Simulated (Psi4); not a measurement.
**C2H4B (SMILES B[C]=C) at UCCSD(T)/6-31G(d) (Cholesky decomposition, spherical functions, cholesky tolerance 0.001, sweep point 6)**

What is the vertical doublet–quartet gap of C2H4B at UCCSD(T)/6-31G* (Cholesky decomposition, spherical functions, cholesky tolerance 0.001, sweep point 6)? 

Program for the calculation: Psi4 1.11.

### Step 1. The structure to begin with

C2H4B has 7 atoms, charge 0, and is taken as a doublet. As SMILES, `B[C]=C`. The shape is that of a GFN2-xTB optimisation. This is one conformer, not always the lowest.

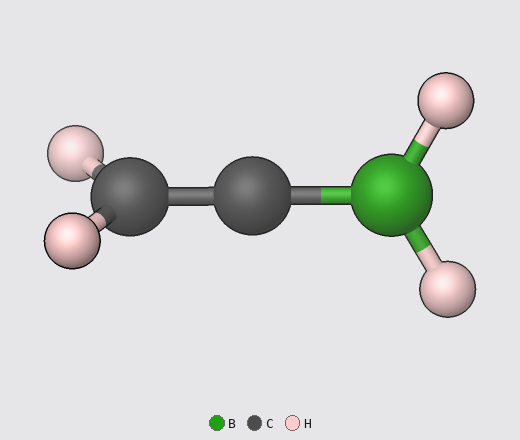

Viewed from a chosen angle; boron green, carbon dark grey, hydrogen pink.

### Step 2. A single-point energy at UCCSD(T)/6-31G(d) (Cholesky decomposition, spherical functions, cholesky tolerance 0.001, sweep point 6)

Input file input.inp:

```
memory 1.6 GB

molecule {
  0 2
  B     -1.075830     0.425360    -0.773780
  C      0.057000    -0.020470     0.039540
  C      1.051750    -0.415380     0.756660
  H     -2.062370    -0.207830    -0.792290
  H     -0.989160     1.411380    -1.402080
  H      1.668510    -1.268180     0.495290
  H      1.350100     0.075110     1.676660
  symmetry c1
}

set {
  reference uhf
  puream true
  scf_type cd
  num_frozen_docc 3
  cholesky_tolerance 0.001
  maxiter 150
}

energy_value, wavefunction = energy('ccsd(t)/6-31G*', return_wfn=True)
print_variables()
```

Started as:

```
$ psi4 input.inp input.out -n 1
```

input.out:

```text
[...]
  Running in c1 symmetry.
[...]
  Nuclear repulsion =   51.996406147714772
[...]
  Multiplicity = 2
[...]
  Nalpha       = 11
  Nbeta        = 10
[...]
    Number of basis functions: 50
[...]
   @UHF iter   1:  -102.59621581578465   -9.86007e-01   4.64432e-03 ADIIS/DIIS
[...]
   @UHF iter  19:  -102.65985597611423   -9.09495e-13   3.82650e-09 DIIS
[...]
   @S^2 Observed:                8.648772860E-01
[...]
    Orbital Energies [Eh]
    ---------------------
    Alpha Occupied:
       1A    -11.254879     2A    -11.229073     3A     -7.588597
       4A     -1.059914     5A     -0.828145     6A     -0.679782
       7A     -0.621048     8A     -0.556537     9A     -0.526085
      10A     -0.394723    11A     -0.365342
    Alpha Virtual:
      12A      0.128784    13A      0.185844    14A      0.274103
      15A      0.319511    16A      0.350117    17A      0.350644
      18A      0.439680    19A      0.482633    20A      0.581608
      21A      0.594258    22A      0.634785    23A      0.644253
      24A      0.820876    25A      0.842369    26A      0.894722
[...]
  @UHF Final Energy:  -102.65985597611423
   => Energetics <=
    Nuclear Repulsion Energy =             51.9964061477147723
    One-Electron Energy =                -239.6457548461000613
    Two-Electron Energy =                  84.9894927222710663
    Total Energy =                       -102.6598559761142297
  UHF NO Occupations:
  HONO-2 :    9  A 1.9972313
  HONO-1 :   10  A 1.9466531
[...]
 Multipole Moments:
 ------------------------------------------------------------------------------------
     Multipole            Electronic (a.u.)      Nuclear  (a.u.)        Total (a.u.)
 ------------------------------------------------------------------------------------
 L = 1.  Multiply by 2.5417464519 to convert [e a0] to [Debye]
 Dipole X            :         -0.5506462            0.8928541            0.3422079
 Dipole Y            :          0.2229290           -0.3573804           -0.1344515
 Dipole Z            :         -0.3988829            0.6443451            0.2454622
 Magnitude           :                                                    0.4420804
[...]
      * MP2 total energy                      = -102.950748151992926
[...]
      * CCSD total energy                     = -102.994451159964640
[...]
      * CCSD(T) total energy                     = -103.005924162215905
[...]
```

It took 11 s on 1 thread of Intel Xeon Platinum 8488C (Sapphire Rapids), shared host; peak memory 0.24 GiB.

### Step 3. The quartet, same level

Input file input.dat:

```
memory 1600 MB

molecule {
  0 4
  B     -1.075830     0.425360    -0.773780
  C      0.057000    -0.020470     0.039540
  C      1.051750    -0.415380     0.756660
  H     -2.062370    -0.207830    -0.792290
  H     -0.989160     1.411380    -1.402080
  H      1.668510    -1.268180     0.495290
  H      1.350100     0.075110     1.676660
  symmetry c1
}

set basis 6-31G*
set reference uhf
set puream true
set scf_type cd
set num_frozen_docc 3
set cholesky_tolerance 0.001
set maxiter 150

result, w = energy("ccsd(t)", return_wfn=True)
print_variables()
```

Started as:

```
$ psi4 input.dat output.dat -n 1
```

output.dat:

```text
[...]
  Running in c1 symmetry.
[...]
  Nuclear repulsion =   51.996406147714772
[...]
  Multiplicity = 4
[...]
  Nalpha       = 12
  Nbeta        = 9
[...]
    Number of basis functions: 50
[...]
   @UHF iter   1:  -102.39934883140134   -7.89140e-01   5.31477e-03 DIIS/ADIIS
[...]
   @UHF iter  16:  -102.52422405383614   -5.13012e-12   5.47720e-09 DIIS
[...]
   @S^2 Observed:                3.771494430E+00
[...]
    Orbital Energies [Eh]
    ---------------------
    Alpha Occupied:
       1A    -11.243602     2A    -11.238155     3A     -7.578356
       4A     -1.122622     5A     -0.856257     6A     -0.693262
       7A     -0.644209     8A     -0.582959     9A     -0.557283
      10A     -0.479468    11A     -0.378772    12A     -0.237608
    Alpha Virtual:
      13A      0.146370    14A      0.255432    15A      0.326105
      16A      0.338786    17A      0.352387    18A      0.427538
      19A      0.466833    20A      0.572429    21A      0.590810
      22A      0.641270    23A      0.643792    24A      0.745834
      25A      0.815884    26A      0.856791    27A      0.932829
[...]
  @UHF Final Energy:  -102.52422405383614
   => Energetics <=
    Nuclear Repulsion Energy =             51.9964061477147723
    One-Electron Energy =                -239.4623147944068364
    Two-Electron Energy =                  84.9416845928559354
    Total Energy =                       -102.5242240538361358
  UHF NO Occupations:
  HONO-2 :   10  A 1.0000000
  HONO-1 :   11  A 1.0000000
[...]
 Multipole Moments:
 ------------------------------------------------------------------------------------
     Multipole            Electronic (a.u.)      Nuclear  (a.u.)        Total (a.u.)
 ------------------------------------------------------------------------------------
 L = 1.  Multiply by 2.5417464519 to convert [e a0] to [Debye]
 Dipole X            :         -0.3809339            0.8928541            0.5119201
 Dipole Y            :          0.1572598           -0.3573804           -0.2001206
 Dipole Z            :         -0.2773663            0.6443451            0.3669787
 Magnitude           :                                                    0.6608963
[...]
      * MP2 total energy                      = -102.778397944633838
[...]
      * CCSD total energy                     = -102.823066141316247
[...]
      * CCSD(T) total energy                     = -102.830692734600291
[...]
```

Run time: 11 s. Hardware: 1 thread of Intel Xeon Platinum 8488C (Sapphire Rapids), shared host; peak memory 0.24 GiB.

### Step 4. Outcome

Level: UCCSD(T)/6-31G* (Cholesky decomposition, spherical functions, cholesky tolerance 0.001, sweep point 6), 3 core orbitals frozen.

```
                                                           quantity          value
                                              doublet: total energy  -103.00592 Eh
doublet: HOMO energy (Hartree–Fock orbitals) (highest over α and β)       -9.94 eV
 doublet: LUMO energy (Hartree–Fock orbitals) (lowest over α and β)        1.34 eV
               doublet: correlation energy (3 core orbitals frozen)     -345.3 mEh
                                            doublet: (T) correction     -11.47 mEh
                         doublet: ⟨S²⟩ of the reference determinant          0.865
                                             doublet: T1 diagnostic          0.048
                                              quartet: total energy  -102.83069 Eh
quartet: HOMO energy (Hartree–Fock orbitals) (highest over α and β)       -6.47 eV
 quartet: LUMO energy (Hartree–Fock orbitals) (lowest over α and β)        0.98 eV
               quartet: correlation energy (3 core orbitals frozen)     -305.3 mEh
                                            quartet: (T) correction      -7.63 mEh
                         quartet: ⟨S²⟩ of the reference determinant          3.771
                                             quartet: T1 diagnostic          0.036
                   vertical energy of the quartet above the doublet       4.768 eV
```

At this shape the quartet lies 4.77 eV (460 kJ/mol) above the doublet. ⟨S²⟩ (doublet) is 0.86 where a pure doublet has 0.75: the reference is spin-contaminated. The T1 diagnostic (doublet) of 0.048 is above the customary mark for such species, so a single reference may not serve. The triples (doublet) make up 3.3 % of the correlation energy. The triples (quartet) make up 2.5 % of the correlation energy.
